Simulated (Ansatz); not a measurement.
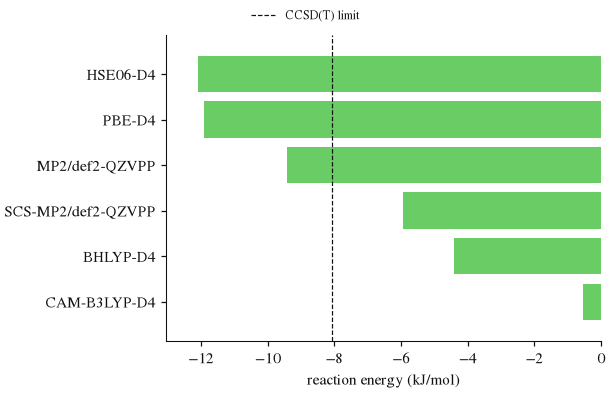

Electronic reaction energy of AlSiNH₆O (O[SiH2][NH][AlH2]) + HCl (Cl) → AlSiNH₅Cl ([AlH2][NH][SiH2]Cl) + H₂O (O) (SMILES in brackets) at several levels (functionals in def2-TZVPP unless a basis is named), isolated molecules at PBE0-D4 triple-zeta geometries, minima by their frequencies, no zero-point or thermal terms, the Ansatz code 0.2.0. The line is frozen-core CCSD(T) at the basis limit (MP2 extrapolated from triple and quadruple zeta, plus CCSD(T) less MP2 in a smaller set). The distance of MP2/def2-QZVPP and SCS-MP2/def2-QZVPP to the limit includes basis error. The limit lies 5.4 kJ/mol from CCSD(T)/def2-TZVPP, so the line itself is uncertain by a part of that.

> What do zero-point energy and temperature add?

Zero-point change 6.4 kJ/mol; at 298.15 K and 1 bar the CCSD(T) limit plus thermal terms gives an enthalpy of reaction of −1.5 and a free energy of −2.5 kJ/mol (harmonic PBE0-D4 modes, ideal gas).

> Which level comes closest to the line (CCSD(T) limit), and which misses most?

Closest MP2/def2-QZVPP (−9.4 kJ/mol), against −8.1 kJ/mol; farthest CAM-B3LYP-D4 (−0.5 kJ/mol).

Caveats: one conformer of each flexible molecule.
